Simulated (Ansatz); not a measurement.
```xyz
14

N     1.4868   -0.5579   -1.4907
S     0.9752    1.7919    0.8634
Si    0.6599   -0.1857   -0.0149
Si   -1.6617   -0.2312   -0.3484
Si   -2.7307    0.6864    1.5346
H     1.2660   -0.0280   -2.3296
H     2.4759   -0.7929   -1.4676
H     1.1205   -1.1959    0.9787
H     2.2392    1.5571    1.2885
H    -1.9987    0.5736   -1.5639
H    -2.1117   -1.6366   -0.5848
H    -2.4391    2.1460    1.6157
H    -2.2259    0.0167    2.7690
H    -4.2100    0.4917    1.4578
```

Geometry: B3LYP-D3(BJ)/def2-SVP.

These are results of isolated molecule in a Gaussian basis; Kohn-Sham density functional theory, functional PBE0 in Ansatz, not measurements.

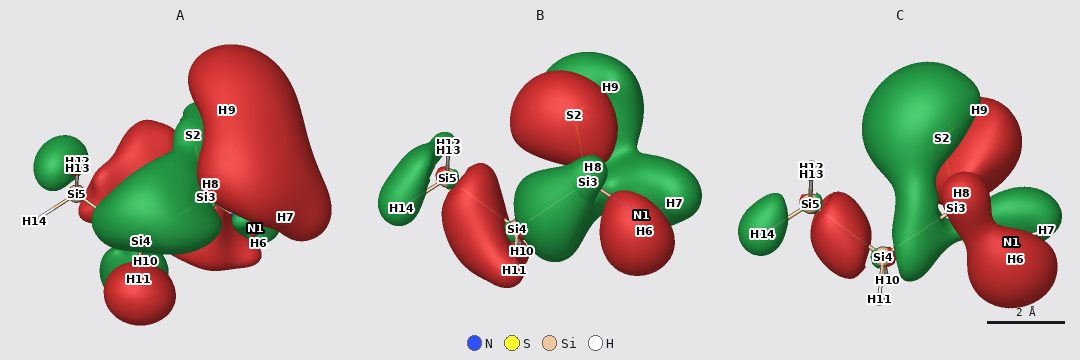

H₉NSSi₃. Three frontier orbitals at ±0.05 Å⁻³ᐟ² (green and red are the two phases), in no order.

### Order the three orbitals by energy and name them.

B is the HOMO−1 (−7.71 eV). By Hirshfeld shares it lies mainly on S2 (about 35 %), N1 (about 20 %), Si3 (about 15 %) and Si4 (about 15 %). C is the HOMO (−7.24 eV). It lies mainly on S2 (about 60 %) and N1 (about 20 %). A is the LUMO (−0.45 eV). It lies mainly on Si3 (about 20 %), Si4 (about 20 %), S2 (about 15 %) and H9 (about 15 %).

### What is the HOMO–LUMO gap?

6.79 eV between the orbital energies.
